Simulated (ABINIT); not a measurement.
# SiO2 (Quartz): changed settings of a GW run in ABINIT

What do changed inputs do to GW on SiO2 (Quartz)?

Calculated with ABINIT 10.8.3; LDA and many-body steps on it, plane waves.

## 1. Starting point

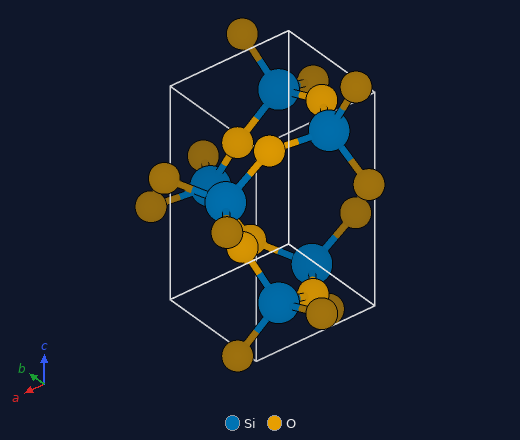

Start, viewed from a free direction; silicon blue, oxygen orange. Some periodic images of atoms are drawn too.

The cell and positions come from the Crystallography Open Database and are kept as given unless a step says otherwise.

## 2. Screening, 3×3×2 mesh, 93 bands, screening to 108.8 eV

This step: ABINIT 10.8.3; RPA screening on LDA, plane waves, norm-conserving pseudopotentials.

The RPA dielectric matrix is built and inverted for each q.

Input file run.abi:

```
acell 3*1.0 Angstrom
rprim 
  4.915799999986 0.000000000003 0.000000000000
  -2.457899999996 4.257207679910 0.000000000000
  0.000000000000 0.000000000000 5.409100000000
ntypat 2
znucl 14 8
natom 9
typat 1 1 1 2 2 2 2 2 2
xred 
  0.530300000000 0.000000000000 0.333333333333
  0.000000000000 0.530300000000 0.666666666667
  0.469700000000 0.469700000000 -0.000000000000
  0.146200000000 0.414200000000 0.881000000000
  0.585800000000 0.732000000000 0.214333333333
  0.268000000000 0.853800000000 0.547666666667
  0.414200000000 0.146200000000 0.119000000000
  0.732000000000 0.585800000000 0.785666666667
  0.853800000000 0.268000000000 0.452333333333
pp_dirpath "pseudos"
pseudos "Si.upf, O.upf"
ecut 36
ngkpt 3 3 2
nshiftk 1
shiftk 0 0 0
kptopt 1
chksymbreak 0
istwfk *1
occopt 1
irdwfk 1
optdriver 3
nband 93
ecuteps 4
inclvkb 2
awtr 1
symchi 1
indata_prefix "in"
outdata_prefix "out"
tmpdata_prefix "tmp"
```

Command:

```sh
$ OMP_NUM_THREADS=1 mpirun -n 4 abinit run.abi > log
```

The program printed:

```text
.Version 10.8.3 of ABINIT. v10.8.2 released Aug 2026.

 Symmetries : space group P3_1 2 1 (#152); Bravais hP (primitive hexag.)
[... echo of the input left out ...]
== DATASET  1 ==================================================================
-   mpi_nproc: 4, omp_nthreads: 1 (-1 if OMP is not activated)

--- !DatasetInfo
iteration_state: {dtset: 1, }
dimensions: {natom: 9, nkpt: 6, mband: 93, nsppol: 1, nspinor: 1, nspden: 1, mpw: 7935, }
cutoff_energies: {ecut:  36.0, pawecutdg:  -1.0, }
electrons: {nelect:   4.80000000E+01, charge:   0.00000000E+00, occopt:   1.00000000E+00, tsmear:   1.00000000E-02, }

 SCREENING: Calculation of the susceptibility and dielectric matrices

 Based on a program developped by R.W. Godby, V. Olevano, G. Onida, and L. Reining.
 Incorporated in ABINIT by V. Olevano, G.-M. Rignanese, and M. Torrent.
.Using double precision arithmetic ; gwpc =  8

[... cell and pseudopotentials left out ...]
--------------------------------------------------------------------------------

 ==== K-mesh for the wavefunctions ====
 Number of points in the irreducible wedge :     6
[... list of points left out ...]
 Together with  6 symmetry operations and time-reversal symmetry
 yields    18 points in the full Brillouin Zone.

 ==== Q-mesh for the screening function ====
 Number of points in the irreducible wedge :     6
[... list of points left out ...]
 Together with  6 symmetry operations and time-reversal symmetry
 yields    18 points in the full Brillouin Zone.

 setmesh: FFT mesh size selected  =    36x   36x   45
          total number of points  =        58320

 vcoul_init : cutoff-mode = AUXILIARY_FUNCTION
 q-points for optical limit:   1
     1)      0.000010    0.000020    0.000030

- screening: taking advantage of time-reversal symmetry
- Maximum band index for partially occupied states nbvw = 24
- Remaining bands to be divided among processors   nbcw = 69
- Number of bands treated by each node ~17

 Number of electrons calculated from density =   48.0000; Expected =   48.0000
 average of density, n =  0.062835
 r_s =    1.5604
 omega_plasma =   24.1800 [eV]

 calculating chi0 at frequencies [eV] :
  1    0.000000E+00    0.000000E+00
  2    0.000000E+00    2.417998E+01

--------------------------------------------------------------------------------
  q-point number  1        q = ( 0.000000, 0.000000, 0.000000) [r.l.u.]
--------------------------------------------------------------------------------
[... chi0 elements left out ...]
 For q-point:  0.000010 0.000020 0.000030
  dielectric constant =   2.3853
  dielectric constant without local fields =   2.5646

  Average fulfillment of the sum rule on Im[epsilon] for q-point    1 :     42.57  [%]
[... wings left out ...]
  q-point number  2        q = ( 0.333333, 0.000000, 0.000000) [r.l.u.]
--------------------------------------------------------------------------------
[... chi0 elements left out ...]
  Average fulfillment of the sum rule on Im[epsilon] for q-point    2 :     51.47  [%]

 [... 4 further q-points ...]
```

Elapsed: 55 s, on 4 MPI ranks of Arm Neoverse V1, shared host; peak memory 1.6 GiB.

Numbers from this step:

```
ε∞ with local fields, on this mesh, along the program's q direction : 2.385
the same without local fields                                       : 2.565
plasma frequency                                                    : 24.18 eV
plane waves in the screening matrix                                 : 303
```

Local fields lower ε∞ by 7 %. On a Γ-centred mesh this coarse the value itself is usually too large, while a short band sum pulls it down.

## 3. Base

The self-energy is evaluated for the states that the input lists, and the levels follow from it, in one-shot runs by the linearised quasiparticle equation.

This step: G0W0 on LDA, plane waves, norm-conserving pseudopotentials.

run.abi, as its differences from that of step 2:

```diff
@@ -30,8 +30,17 @@
 irdwfk 1
-optdriver 3
+optdriver 4
 nband 93
+gwcalctyp 0
+ecutsigx 36
+symsigma 1
+nkptgw 2
+kptgw 
+  0.3333333333 0.3333333333 0.0000000000
+  0.0000000000 0.0000000000 0.0000000000
+bdgw 
+  22 26
+  23 27
 ecuteps 4
-inclvkb 2
-awtr 1
-symchi 1
+irdscr 1
+ppmodel 1
 indata_prefix "in"
```

The program printed:

```text
.Version 10.8.3 of ABINIT. v10.8.2 released Aug 2026.

 Symmetries : space group P3_1 2 1 (#152); Bravais hP (primitive hexag.)
[... echo of the input left out ...]
== DATASET  1 ==================================================================
-   mpi_nproc: 4, omp_nthreads: 1 (-1 if OMP is not activated)

--- !DatasetInfo
iteration_state: {dtset: 1, }
dimensions: {natom: 9, nkpt: 6, mband: 93, nsppol: 1, nspinor: 1, nspden: 1, mpw: 7935, }
cutoff_energies: {ecut:  36.0, pawecutdg:  -1.0, }
electrons: {nelect:   4.80000000E+01, charge:   0.00000000E+00, occopt:   1.00000000E+00, tsmear:   1.00000000E-02, }

 SIGMA: Calculation of the GW corrections

 Based on a program developped by R.W. Godby, V. Olevano, G. Onida, and L. Reining.
 Incorporated in ABINIT by V. Olevano, G.-M. Rignanese, and M. Torrent.
.Using double precision arithmetic ; gwpc =  8

[... cell and pseudopotentials left out ...]
--------------------------------------------------------------------------------

 ==== K-mesh for the wavefunctions ====
 Number of points in the irreducible wedge :     6
[... list of points left out ...]
 Together with  6 symmetry operations and time-reversal symmetry
 yields    18 points in the full Brillouin Zone.

 ==== Q-mesh for screening function ====
 Number of points in the irreducible wedge :     6
[... list of points left out ...]
 Together with  6 symmetry operations and time-reversal symmetry
 yields    18 points in the full Brillouin Zone.

 vcoul_init : cutoff-mode = AUXILIARY_FUNCTION
 q-points for optical limit:   1
     1)      0.000010    0.000020    0.000030
 setmesh: FFT mesh size selected  =    45x   45x   60
          total number of points  =       121500

 Number of electrons calculated from density =   48.0000; Expected =   48.0000
 average of density, n =  0.062835
 r_s =    1.5604
 omega_plasma =   24.1800 [eV]

 === KS Band Gaps ===
  >>>> For spin  1
   Minimum direct gap =   6.1255 [eV], located at k-point      :   0.0000  0.0000  0.0000
   Fundamental gap    =   5.8014 [eV], Top of valence bands at :   0.3333  0.3333  0.0000
                                       Bottom of conduction at :   0.0000  0.0000  0.0000
 SIGMA fundamental parameters:
 PLASMON POLE MODEL  1
 number of plane-waves for SigmaX                 7935
 number of plane-waves for SigmaC and W            303
 number of plane-waves for wavefunctions          7935
 number of bands                                    93
 number of independent spin polarizations            1
 number of spinorial components                      1
 number of k-points in IBZ                           6
 number of q-points in IBZ                           6
 number of symmetry operations                       6
 number of k-points in BZ                           18
 number of q-points in BZ                           18
 number of frequencies for dSigma/dE                 9
 frequency step for dSigma/dE [eV]                0.25
 number of omega for Sigma on real axis              0
 max omega for Sigma on real axis  [eV]           0.00
 zcut for avoiding poles [eV]                     0.10

 EPSILON^-1 parameters (SCR file):
 dimension of the eps^-1 matrix on file            303
 dimension of the eps^-1 matrix used               303
 number of plane-waves for wavefunctions          7935
 number of bands                                    93
 number of q-points in IBZ                           6
 number of frequencies                               2
 number of real frequencies                          1
 number of imag frequencies                          1

 matrix elements of self-energy operator (all in [eV])

 Perturbative Calculation

--- !SelfEnergy_ee
iteration_state: {dtset: 1, }
kpoint     : [   0.333,    0.333,    0.000, ]
spin       : 1
KS_gap     :    8.700
QP_gap     :   12.074
Delta_QP_KS:    3.374
data: !SigmaeeData |
     Band     E0 <VxcDFT>   SigX SigC(E0)      Z dSigC/dE  Sig(E)    E-E0       E
       22  -0.320 -19.498 -25.458   4.423   0.816  -0.226 -20.751  -1.253  -1.574
       23  -0.320 -19.498 -25.458   4.423   0.816  -0.226 -20.751  -1.253  -1.574
       24   0.118 -19.840 -25.698   4.414   0.817  -0.224 -21.019  -1.179  -1.061
       25   8.818 -12.569  -7.108  -2.910   0.860  -0.163 -10.374   2.195  11.013
       26   8.818 -12.569  -7.108  -2.910   0.860  -0.163 -10.374   2.195  11.013

--- !SelfEnergy_ee
iteration_state: {dtset: 1, }
kpoint     : [   0.000,    0.000,    0.000, ]
spin       : 1
KS_gap     :    6.125
QP_gap     :    9.120
Delta_QP_KS:    2.995
data: !SigmaeeData |
     Band     E0 <VxcDFT>   SigX SigC(E0)      Z dSigC/dE  Sig(E)    E-E0       E
       23  -0.206 -19.281 -25.147   4.348   0.817  -0.224 -20.522  -1.241  -1.447
       24  -0.206 -19.281 -25.147   4.348   0.817  -0.224 -20.522  -1.241  -1.447
       25   5.920 -11.309  -6.475  -2.820   0.871  -0.148  -9.555   1.754   7.674
       26   9.156 -10.834  -5.307  -3.057   0.866  -0.154  -8.694   2.140  11.296
       27   9.156 -10.834  -5.307  -3.057   0.866  -0.154  -8.694   2.140  11.296

== END DATASET(S) ==============================================================
================================================================================

 -outvars: echo values of variables after computation  --------
           etotal      0.0000000000E+00
            nband          93
             nkpt           6
          spgroup         152
 [... the other variables as echoed above ...]

 Calculation completed.
```

Run time: 12 s. Hardware: 4 MPI ranks; peak memory 1.1 GiB.

Numbers from this step:

| Item | Value |
| --- | --- |
| G0W0 gap on the points computed | 8.735 eV |
| starting gap on the mesh | 5.801 eV |
| k of the valence top | 0.3333, 0.3333, 0 |
| k of the conduction bottom | 0, 0, 0 |
| Z at the valence top | 0.817 |
| Z at the conduction bottom | 0.871 |
| least direct G0W0 gap on the computed points | 9.121 eV |

The gap on the mesh goes from 5.80 eV to 8.73 eV, a correction of +2.93 eV.

## 4. Scissors in G

run.abi, as its differences from that of step 3:

```diff
@@ -45,2 +45,3 @@
 ppmodel 1
+mbpt_sciss 0.5 eV
 indata_prefix "in"
```

The program printed:

```text
.Version 10.8.3 of ABINIT. v10.8.2 released Aug 2026.

 Symmetries : space group P3_1 2 1 (#152); Bravais hP (primitive hexag.)
[... echo of the input left out ...]
== DATASET  1 ==================================================================
-   mpi_nproc: 4, omp_nthreads: 1 (-1 if OMP is not activated)

--- !DatasetInfo
iteration_state: {dtset: 1, }
dimensions: {natom: 9, nkpt: 6, mband: 93, nsppol: 1, nspinor: 1, nspden: 1, mpw: 7935, }
cutoff_energies: {ecut:  36.0, pawecutdg:  -1.0, }
electrons: {nelect:   4.80000000E+01, charge:   0.00000000E+00, occopt:   1.00000000E+00, tsmear:   1.00000000E-02, }

 SIGMA: Calculation of the GW corrections

 Based on a program developped by R.W. Godby, V. Olevano, G. Onida, and L. Reining.
 Incorporated in ABINIT by V. Olevano, G.-M. Rignanese, and M. Torrent.
.Using double precision arithmetic ; gwpc =  8

[... cell and pseudopotentials left out ...]
--------------------------------------------------------------------------------

 ==== K-mesh for the wavefunctions ====
 Number of points in the irreducible wedge :     6
[... list of points left out ...]
 Together with  6 symmetry operations and time-reversal symmetry
 yields    18 points in the full Brillouin Zone.

 ==== Q-mesh for screening function ====
 Number of points in the irreducible wedge :     6
[... list of points left out ...]
 Together with  6 symmetry operations and time-reversal symmetry
 yields    18 points in the full Brillouin Zone.

 vcoul_init : cutoff-mode = AUXILIARY_FUNCTION
 q-points for optical limit:   1
     1)      0.000010    0.000020    0.000030
 setmesh: FFT mesh size selected  =    45x   45x   60
          total number of points  =       121500

 Number of electrons calculated from density =   48.0000; Expected =   48.0000
[...]
max omega for Sigma on real axis  [eV]           0.00
 zcut for avoiding poles [eV]                     0.10
 scissor energy [eV]                              0.50

 EPSILON^-1 parameters (SCR file):
 dimension of the eps^-1 matrix on file            303
 dimension of the eps^-1 matrix used               303
 number of plane-waves for wavefunctions          7935
 number of bands                                    93
 number of q-points in IBZ                           6
 number of frequencies                               2
 number of real frequencies                          1
 number of imag frequencies                          1

 matrix elements of self-energy operator (all in [eV])

 Perturbative Calculation

--- !SelfEnergy_ee
iteration_state: {dtset: 1, }
kpoint     : [   0.333,    0.333,    0.000, ]
spin       : 1
KS_gap     :    8.700
QP_gap     :   12.126
Delta_QP_KS:    3.426
data: !SigmaeeData |
     Band     E0 <VxcDFT>   SigX SigC(E0)      Z dSigC/dE  Sig(E)    E-E0       E
       22  -0.320 -19.498 -25.458   4.435   0.816  -0.225 -20.742  -1.244  -1.564
       23  -0.320 -19.498 -25.458   4.435   0.816  -0.225 -20.742  -1.244  -1.564
       24   0.118 -19.840 -25.698   4.426   0.817  -0.224 -21.010  -1.170  -1.051
[...]
--- !SelfEnergy_ee
iteration_state: {dtset: 1, }
kpoint     : [   0.000,    0.000,    0.000, ]
spin       : 1
KS_gap     :    6.125
QP_gap     :    9.168
Delta_QP_KS:    3.042
data: !SigmaeeData |
     Band     E0 <VxcDFT>   SigX SigC(E0)      Z dSigC/dE  Sig(E)    E-E0       E
[...]
26   9.156 -10.834  -5.307  -3.065   0.867  -0.154  -8.634   2.200  11.356
       27   9.156 -10.834  -5.307  -3.065   0.867  -0.154  -8.634   2.200  11.356

== END DATASET(S) ==============================================================
================================================================================

 -outvars: echo values of variables after computation  --------
           etotal      0.0000000000E+00
            nband          93
             nkpt           6
          spgroup         152
 [... the other variables as echoed above ...]

 Calculation completed.
```

The job ended after 12 s (4 MPI ranks; peak memory 1.1 GiB).

Numbers from this step:

```
G0W0 gap on the points computed              : 8.781 eV
starting gap on the mesh                     : 5.801 eV
k of the valence top                         : 0.3333, 0.3333, 0
k of the conduction bottom                   : 0, 0, 0
Z at the valence top                         : 0.817
Z at the conduction bottom                   : 0.871
least direct G0W0 gap on the computed points : 9.167 eV
```

## 5. Fewer bands in the self-energy

run.abi, as its differences from that of step 4:

```diff
@@ -31,3 +31,3 @@
 optdriver 4
-nband 93
+nband 34
 gwcalctyp 0
@@ -45,3 +45,2 @@
 ppmodel 1
-mbpt_sciss 0.5 eV
 indata_prefix "in"
```

The program printed:

```text
.Version 10.8.3 of ABINIT. v10.8.2 released Aug 2026.

 Symmetries : space group P3_1 2 1 (#152); Bravais hP (primitive hexag.)
[... echo of the input left out ...]
== DATASET  1 ==================================================================
-   mpi_nproc: 4, omp_nthreads: 1 (-1 if OMP is not activated)

--- !DatasetInfo
iteration_state: {dtset: 1, }
dimensions: {natom: 9, nkpt: 6, mband: 34, nsppol: 1, nspinor: 1, nspden: 1, mpw: 7935, }
cutoff_energies: {ecut:  36.0, pawecutdg:  -1.0, }
electrons: {nelect:   4.80000000E+01, charge:   0.00000000E+00, occopt:   1.00000000E+00, tsmear:   1.00000000E-02, }

 SIGMA: Calculation of the GW corrections

 Based on a program developped by R.W. Godby, V. Olevano, G. Onida, and L. Reining.
 Incorporated in ABINIT by V. Olevano, G.-M. Rignanese, and M. Torrent.
.Using double precision arithmetic ; gwpc =  8

[... cell and pseudopotentials left out ...]
--------------------------------------------------------------------------------

 ==== K-mesh for the wavefunctions ====
 Number of points in the irreducible wedge :     6
[... list of points left out ...]
 Together with  6 symmetry operations and time-reversal symmetry
 yields    18 points in the full Brillouin Zone.

 ==== Q-mesh for screening function ====
 Number of points in the irreducible wedge :     6
[... list of points left out ...]
 Together with  6 symmetry operations and time-reversal symmetry
 yields    18 points in the full Brillouin Zone.

 vcoul_init : cutoff-mode = AUXILIARY_FUNCTION
 q-points for optical limit:   1
     1)      0.000010    0.000020    0.000030
 setmesh: FFT mesh size selected  =    45x   45x   60
          total number of points  =       121500

 Number of electrons calculated from density =   48.0000; Expected =   48.0000
[...]
number of omega for Sigma on real axis              0
 max omega for Sigma on real axis  [eV]           0.00
 zcut for avoiding poles [eV]                     0.10

 EPSILON^-1 parameters (SCR file):
 dimension of the eps^-1 matrix on file            303
 dimension of the eps^-1 matrix used               303
 number of plane-waves for wavefunctions          7935
 number of bands                                    93
 number of q-points in IBZ                           6
 number of frequencies                               2
 number of real frequencies                          1
 number of imag frequencies                          1

 matrix elements of self-energy operator (all in [eV])

 Perturbative Calculation

--- !SelfEnergy_ee
iteration_state: {dtset: 1, }
kpoint     : [   0.333,    0.333,    0.000, ]
spin       : 1
KS_gap     :    8.700
QP_gap     :   12.584
Delta_QP_KS:    3.884
data: !SigmaeeData |
     Band     E0 <VxcDFT>   SigX SigC(E0)      Z dSigC/dE  Sig(E)    E-E0       E
       22  -0.320 -19.498 -25.458   5.164   0.826  -0.211 -20.155  -0.657  -0.977
       23  -0.320 -19.498 -25.458   5.164   0.826  -0.211 -20.155  -0.657  -0.977
       24   0.118 -19.840 -25.698   5.142   0.826  -0.210 -20.432  -0.592  -0.474
[...]
--- !SelfEnergy_ee
iteration_state: {dtset: 1, }
kpoint     : [   0.000,    0.000,    0.000, ]
spin       : 1
KS_gap     :    6.125
QP_gap     :    9.336
Delta_QP_KS:    3.211
data: !SigmaeeData |
     Band     E0 <VxcDFT>   SigX SigC(E0)      Z dSigC/dE  Sig(E)    E-E0       E
[...]
26   9.156 -10.834  -5.307  -1.866   0.891  -0.122  -7.570   3.263  12.420
       27   9.156 -10.834  -5.307  -1.866   0.891  -0.122  -7.570   3.263  12.420

== END DATASET(S) ==============================================================
================================================================================

 -outvars: echo values of variables after computation  --------
           etotal      0.0000000000E+00
            nband          34
             nkpt           6
          spgroup         152
 [... the other variables as echoed above ...]

 Calculation completed.
```

The job ended after 6.5 s (4 MPI ranks; peak memory 0.89 GiB; 26 s of CPU time).

Numbers from this step:

```yaml
g0w0_gap_on_the_points_computed: 8.957 eV
starting_gap_on_the_mesh: 5.801 eV
k_of_the_valence_top: 0.3333, 0.3333, 0
k_of_the_conduction_bottom: 0, 0, 0
z_at_the_valence_top: 0.826
z_at_the_conduction_bottom: 0.888
least_direct_g0w0_gap_on_the_computed_points: 9.337 eV
```

(Part 1 of 2 ends here.)

[Paths, hosts, dates, memory and timing lines, banners, echoed tables and standing remarks are left out of the program output.]

[Logs are printed without paths, hosts, clocks, repeated set-up lines and the standing remarks that a program may print on its own settings, such as how far it seeks lower states.]

[Runs of the session that timed out or met a known fault of the program may be left out.]

[Hosts, paths, dates, database ids (printed as entryN), source tags and the programs' standing remarks are cut or masked in the printed files.]

[G0W0 gaps are taken among the corrected bands and points alone; a level outside them can change the order at an edge.]

[Where Ansatz stands beside ABINIT at settings called matched, ABINIT's density can come from a denser mesh and the files from another edition; pairs whose starting gaps differed by over 0.03 eV were left out, so agreement reads better than it is.]
